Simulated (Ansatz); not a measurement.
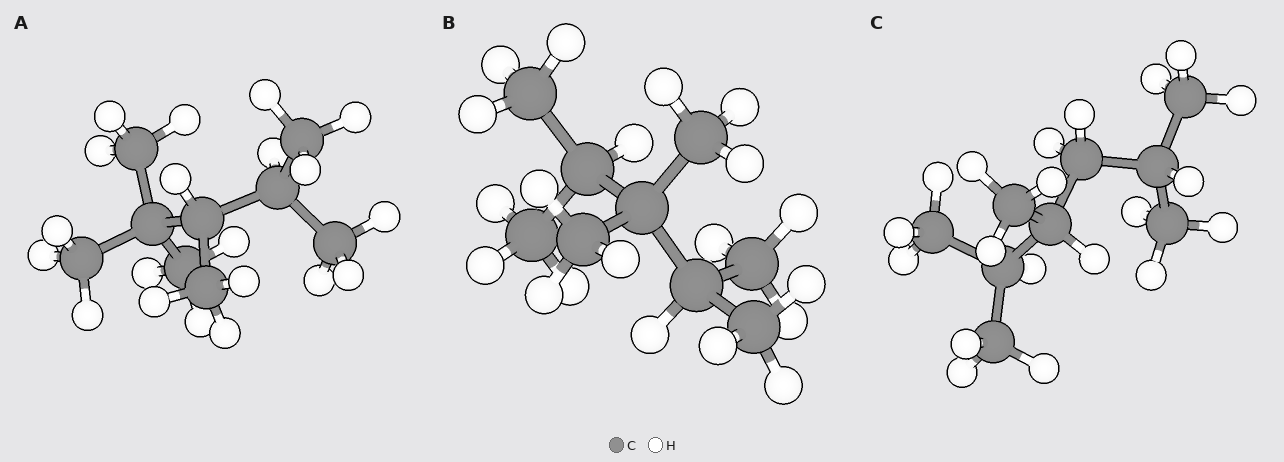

```sh
ansatz run in.yaml --threads 4 --pin off --events-out ev --progress --plain --max-ram 66560MiB --backend cuda --devices 0, --max-vram 37GiB
```

```yaml
crystal:
  periodic: [false, false, false]
  atoms:
    - {symbol: C, position_ang: [-0.932478, 0.135485, -2.067471]}
    - {symbol: C, position_ang: [-0.609987, 0.908847, -0.793375]}
    - {symbol: C, position_ang: [-1.775096, 1.844369, -0.482438]}
    - {symbol: C, position_ang: [-0.185138, 0.007321, 0.402367]}
    - {symbol: C, position_ang: [-1.360319, -0.856004, 0.863567]}
    - {symbol: C, position_ang: [0.241370, 0.899932, 1.568739]}
    - {symbol: C, position_ang: [0.986756, -0.923518, -0.025660]}
    - {symbol: C, position_ang: [2.174732, -0.184076, -0.631759]}
    - {symbol: C, position_ang: [1.495595, -1.833621, 1.088865]}
    - {symbol: H, position_ang: [-0.085030, -0.441439, -2.440403]}
    - {symbol: H, position_ang: [-1.767041, -0.554520, -1.915196]}
    - {symbol: H, position_ang: [-1.228066, 0.828063, -2.859687]}
    - {symbol: H, position_ang: [0.251392, 1.552128, -1.007619]}
    - {symbol: H, position_ang: [-1.929887, 2.528844, -1.320316]}
    - {symbol: H, position_ang: [-1.602661, 2.453904, 0.405486]}
    - {symbol: H, position_ang: [-2.710248, 1.296399, -0.341071]}
    - {symbol: H, position_ang: [-2.237905, -0.244985, 1.082248]}
    - {symbol: H, position_ang: [-1.642550, -1.595818, 0.109933]}
    - {symbol: H, position_ang: [-1.116513, -1.395566, 1.780055]}
    - {symbol: H, position_ang: [0.638266, 0.307720, 2.395229]}
    - {symbol: H, position_ang: [-0.605660, 1.463013, 1.963699]}
    - {symbol: H, position_ang: [1.007184, 1.620881, 1.270918]}
    - {symbol: H, position_ang: [0.580196, -1.584414, -0.800006]}
    - {symbol: H, position_ang: [2.611771, 0.521037, 0.080707]}
    - {symbol: H, position_ang: [1.914534, 0.370378, -1.534518]}
    - {symbol: H, position_ang: [2.958871, -0.895884, -0.902121]}
    - {symbol: H, position_ang: [2.003776, -1.269126, 1.874915]}
    - {symbol: H, position_ang: [2.223388, -2.540292, 0.682123]}
    - {symbol: H, position_ang: [0.700758, -2.419037, 1.552770]}
basis:
  gaussian: {orbitals: def2-TZVPP}
hamiltonian: {xc: pbe}
correlation: {method: rpa}
```

**Which picture belongs to the input above?**

B. The file holds C9H20, `CC(C)C(C)(C)C(C)C`.
